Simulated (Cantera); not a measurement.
Charge: 1 mol C2H6, 0.045 mol H2O, 0.3 mol N2, 0.3 mol CO2, held at 71.0 mbar.

Method: chemical equilibrium by Gibbs-energy minimisation in Cantera with the NASA 1993 tables (ideal gas, pure condensed phases). Candidate condensed phases: C, C6H6, C7H8, C8H18, H2O; 136 gas species. Kinetics and transport are ignored.

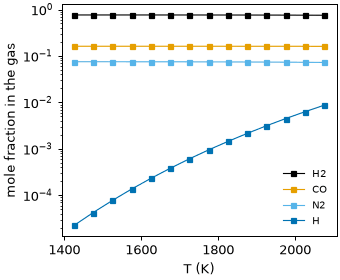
Figure: Equilibrium gas composition (values under 1e-9 drawn at 1e-9)

From 1425 K to 2075 K the condensed part is C(graphite). The main C-bearing gas is CO throughout.
